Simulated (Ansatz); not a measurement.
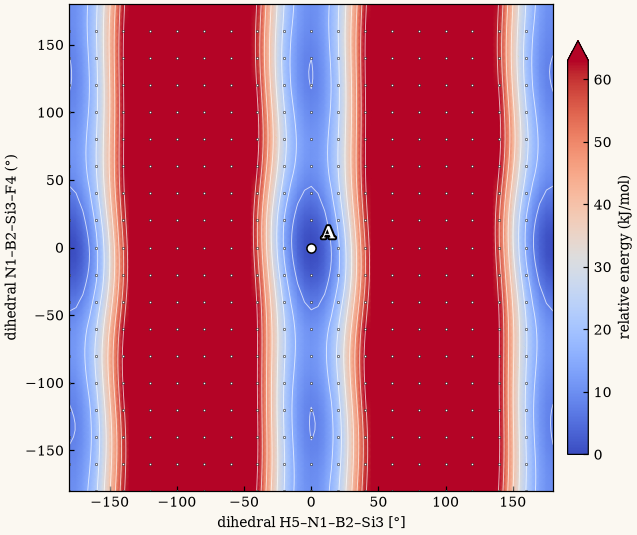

BFH₅NSi, SMILES NB[SiH2]F. 
- Coordinates scanned: (1) dihedral H5–N1–B2–Si3; (2) dihedral N1–B2–Si3–F4.
- Nothing is relaxed (all other coordinates rigid).
- Grid: 18 × 18 points.
- Energies are in kJ/mol, from the lowest grid point.
- The calculation used RKS BHLYP-D4/def2-SVP (Ansatz).

In the figure: a smooth colour map with a few white contour lines, dots at the grid points, one colour for all values above the top of the scale, the well A. Between grid points the surface is interpolated.

Estimate the position of the minimum and the force constants in these coordinates. Take the well at A.

The interpolated minimum is at dihedral H5–N1–B2–Si3 ≈ 0°, dihedral N1–B2–Si3–F4 ≈ 0°. The curvatures there are about 2.5 eV/rad² and 0.4 eV/rad², with a cross term of about 0.13 eV/rad². Round the minimum the two coordinates are weakly coupled (coupling 0.13 in units of the two stiffnesses). (1 eV is 96.5 kJ/mol.)
